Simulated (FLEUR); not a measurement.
Band structure of HfNi3 (P6_3/mmc, 8 atoms in the cell).

```
HfNi3
1.0
    5.28320     0.00000     0.00000
   -2.64160     4.57539     0.00000
    0.00000     0.00000     4.30447
Hf Ni
2 6
Cartesian
  0.00000   3.05026   3.22835
  2.64160   1.52513   1.07612
  0.00000   1.43827   1.07612
  2.64160   3.13711   3.22835
  4.03762   0.71914   3.22835
 -1.39602   3.85625   1.07612
  1.39602   3.85625   1.07612
  1.24558   0.71914   3.22835
```

Level of theory: PBEsol, all-electron FLAPW (FLEUR), scalar-relativistic valence in FLEUR.

Settings: Kmax = 4.1 1/bohr; GmaxXC = 16.4 1/bohr; xcFunctional = PBEs; jspins = 1; l_soc = F; mode = hist; fermiSmearingEnergy = 0.00367493 Htr; mesh (inpgen div1-3) = 5 5 6; inpgen gamma flag = true; Gmax = 16.4 1/bohr; numbands = 0; maxIterBroyd = 40; imix = Anderson; alpha = 0.05.

The starting cell comes from a database of computed structures (which also holds hypothetical and non-ambient phases and stackings), without a prior relaxation at this level. Its lattice was rescaled by a random factor within 2.5 % of one. Spin-orbit coupling is off. Spin polarisation is off. Values depend on the basis (sphere radii, cutoffs, local orbitals), which need not be converged.

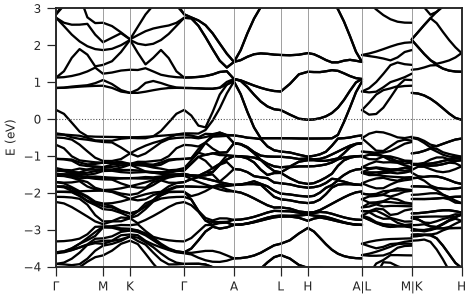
Figure: Bands along the path, energies from the Fermi level.

Levels in eV from the Fermi level, bands 71 to 78:
```
point     71     72     73     74     75     76    77    78
-----  -----  -----  -----  -----  -----  -----  ----  ----
Γ      -0.50  -0.42  -0.39   0.25   0.84   0.84  1.13  1.13
M      -1.14  -0.62  -0.58  -0.48   0.90   1.06  1.23  1.47
K      -0.93  -0.93  -0.51  -0.49   0.71   0.71  1.34  2.15
A      -0.44  -0.44   1.02   1.02   1.09   1.09  1.09  1.09
L      -0.88  -0.88  -0.52  -0.52   0.24   0.24  0.75  0.75
H      -1.02  -1.02  -0.53  -0.53  -0.02  -0.02  1.28  1.28
```
